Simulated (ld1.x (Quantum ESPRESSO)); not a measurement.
Pseudopotential generation for Rb (part 2 of 2)

Continued. System: rubidium (Rb, Z = 37), core [Ar] 3d10 4s2, reference valence 4p6 5s1 5p0, valence charge 7. Method: TM potential, PBE, non-relativistic, made with ld1.x (Quantum ESPRESSO) 7.5.

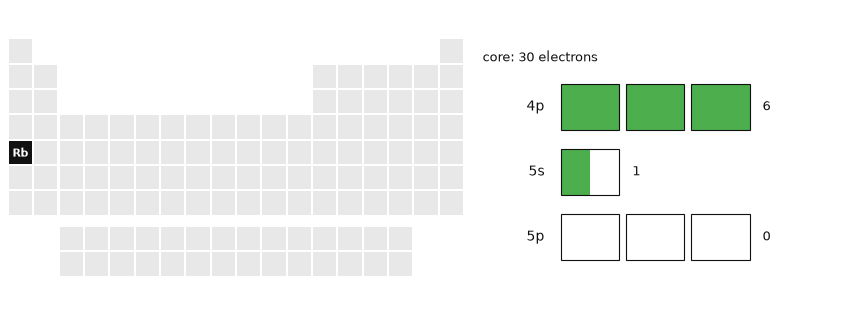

Left, the place of rubidium in the periodic table; right, the valence shells of the reference configuration: a box for each of the 2l + 1 orbitals, shaded by the share of the shell that is filled, with the electron count at the right.

**Output of the test run (extracts)**
```
     ---------------------- Testing the pseudopotential ----------------------

     Rb

     atomic number is 37.00   valence charge is  7.00
     dft =PBE   lsd =0 sic =0 latt =0  beta=0.20 tr2=1.0E-14
     mesh =1219 r(mesh) = 100.89517 xmin = -7.00 dx = 0.01250

     n l     nl             e AE (Ry)        e PS (Ry)    De AE-PS (Ry)
     2 1     4P   1( 6.00)       -1.17920       -1.17920        0.00000
     1 0     5S   1( 1.00)       -0.16168       -0.16168       -0.00000
     3 1     5P   1( 0.00)       -0.05723       -0.05773        0.00050

     eps = 1.4E-10  iter =201

     Etot =   -5879.445245 Ry,   -2939.722622 Ha,  -79993.927735 eV
     Etotps =   -27.316152 Ry,     -13.658076 Ha,    -371.655181 eV

     Ekin =      11.531757 Ry,       5.765878 Ha,     156.897543 eV
     Encl =     -55.596688 Ry,     -27.798344 Ha,    -756.431474 eV
     Ehrt =      21.510520 Ry,      10.755260 Ha,     292.665532 eV
     Ecxc =      -4.881771 Ry,      -2.440885 Ha,     -66.419871 eV
     Epseu=       0.120030 Ry,       0.060015 Ha,       1.633089 eV

     ---------------------- End of pseudopotential test ----------------------

     ---------------------- Testing the pseudopotential ----------------------

     Rb

     atomic number is 37.00   valence charge is  7.00
     dft =PBE   lsd =0 sic =0 latt =0  beta=0.20 tr2=1.0E-14
     mesh =1219 r(mesh) = 100.89517 xmin = -7.00 dx = 0.01250

     n l     nl             e AE (Ry)        e PS (Ry)    De AE-PS (Ry)
     2 1     4P   1( 6.00)       -1.59121       -1.58670       -0.00452
     1 0     5S   1( 0.00)       -0.43555       -0.43378       -0.00178
     3 1     5P   1( 0.00)       -0.26418       -0.26476        0.00058

     eps = 9.1E-15  iter = 14

     Etot =   -5879.145038 Ry,   -2939.572519 Ha,  -79989.843216 eV
     Etotps =   -27.016681 Ry,     -13.508341 Ha,    -367.580674 eV
     dEtot_ae =       0.300207 Ry
     dEtot_ps =       0.299471 Ry,   Delta E=       0.000736 Ry

     Ekin =      11.539691 Ry,       5.769845 Ha,     157.005493 eV
     Encl =     -52.742361 Ry,     -26.371181 Ha,    -717.596383 eV
     Ehrt =      18.873476 Ry,       9.436738 Ha,     256.786724 eV
     Ecxc =      -4.687487 Ry,      -2.343743 Ha,     -63.776508 eV

     ---------------------- End of pseudopotential test ----------------------

     ---------------------- Testing the pseudopotential ----------------------

     Rb

     atomic number is 37.00   valence charge is  7.00
     dft =PBE   lsd =0 sic =0 latt =0  beta=0.20 tr2=1.0E-14
     mesh =1219 r(mesh) = 100.89517 xmin = -7.00 dx = 0.01250

     n l     nl             e AE (Ry)        e PS (Ry)    De AE-PS (Ry)
     2 1     4P   1( 6.00)       -1.37071       -1.36932       -0.00139
     1 0     5S   1( 0.50)       -0.29789       -0.29725       -0.00064
     3 1     5P   1( 0.00)       -0.16656       -0.16713        0.00057

     eps = 1.1E-09  iter =201

     Etot =   -5879.331036 Ry,   -2939.665518 Ha,  -79992.373850 eV
     Etotps =   -27.202061 Ry,     -13.601031 Ha,    -370.102898 eV
     dEtot_ae =       0.114208 Ry
     dEtot_ps =       0.114091 Ry,   Delta E=       0.000118 Ry

     Ekin =      11.530282 Ry,       5.765141 Ha,     156.877476 eV
     Encl =     -54.265099 Ry,     -27.132550 Ha,    -738.314288 eV
     Ehrt =      20.240193 Ry,      10.120096 Ha,     275.381851 eV
     Ecxc =      -4.785671 Ry,      -2.392836 Ha,     -65.112371 eV
     Epseu=       0.078234 Ry,       0.039117 Ha,       1.064434 eV

     ---------------------- End of pseudopotential test ----------------------

     ---------------------- Testing the pseudopotential ----------------------

     Rb

     atomic number is 37.00   valence charge is  7.00
     dft =PBE   lsd =0 sic =0 latt =0  beta=0.20 tr2=1.0E-14
     mesh =1219 r(mesh) = 100.89517 xmin = -7.00 dx = 0.01250

     n l     nl             e AE (Ry)        e PS (Ry)    De AE-PS (Ry)
     2 1     4P   1( 6.00)       -1.27740       -1.27197       -0.00544  !
     1 0     5S   1( 0.00)       -0.20846       -0.20728       -0.00118
     3 1     5P   1( 1.00)       -0.09882       -0.09881       -0.00000

     eps = 4.6E-15  iter = 14

     Etot =   -5879.338499 Ry,   -2939.669250 Ha,  -79992.475384 eV
     Etotps =   -27.210224 Ry,     -13.605112 Ha,    -370.213955 eV
     dEtot_ae =       0.106746 Ry
     dEtot_ps =       0.105928 Ry,   Delta E=       0.000818 Ry

     Ekin =      11.693546 Ry,       5.846773 Ha,     159.098798 eV
     Encl =     -54.970241 Ry,     -27.485121 Ha,    -747.908231 eV
     Ehrt =      20.896836 Ry,      10.448418 Ha,     284.315932 eV
     Ecxc =      -4.830364 Ry,      -2.415182 Ha,     -65.720454 eV

     ---------------------- End of pseudopotential test ----------------------

     ---------------------- Testing the pseudopotential ----------------------

     Rb

     atomic number is 37.00   valence charge is  7.00
     dft =PBE   lsd =0 sic =0 latt =0  beta=0.20 tr2=1.0E-14
     mesh =1219 r(mesh) = 100.89517 xmin = -7.00 dx = 0.01250

     n l     nl             e AE (Ry)        e PS (Ry)    De AE-PS (Ry)
     2 1     4P   1( 5.00)       -1.95850       -2.47786        0.51936  !
     1 0     5S   1( 1.00)       -0.58511       -0.71869        0.13358  !
     3 1     5P   1( 0.00)       -0.39113       -0.19683       -0.19430  !

     eps = 6.4E-15  iter = 43

     Etot =   -5877.886797 Ry,   -2938.943398 Ha,  -79972.723965 eV
     Etotps =   -25.709409 Ry,     -12.854705 Ha,    -349.794334 eV
     dEtot_ae =       1.558448 Ry
     dEtot_ps =       1.606743 Ry,   Delta E=      -0.048294 Ry

     Ekin =       9.790192 Ry,       4.895096 Ha,     133.202353 eV
     Encl =     -45.355177 Ry,     -22.677588 Ha,    -617.088616 eV
     Ehrt =      13.736601 Ry,       6.868301 Ha,     186.895984 eV
     Ecxc =      -3.881026 Ry,      -1.940513 Ha,     -52.804054 eV

     ---------------------- End of pseudopotential test ----------------------
```

**Key numbers**

- outcome: generated, with a ghost state
- cutoffs needed: 15 Ry and 30 Ry (the cutoffs, on a coarse ladder, from which the occupation-weighted sum of valence levels, in a spherical-Bessel basis at the reference potential, stays within 10 and 1 mRy of its value at 400 Ry); ghost states and empty shells don't enter this sum
- ghost test: ghost state below the valence levels: s at -16.8 eV (spherical-Bessel basis up to 400 Ry, 20 bohr box)
- configuration tests: 1 of 4 tests not solved
- largest excitation error among the tests solved: +11 meV (all-electron minus pseudo) for 4p6 5s0 5p1
- range over which the phases arctan(r u′/u) at the test radius agree within 0.05 rad (a looser test near the poles than one of phase shifts): s: between about -1.1 and 1.4 Ry; p: up to about 0.3 Ry; d: up to about 1.1 Ry
- hardware: 1 CPU thread, shared host
- wall time: 1.3 s

**Notes**

The potential has a bound ghost state, so it can't be used as it stands. Warnings of the program, in the generation or the tests: convergence not achieved.
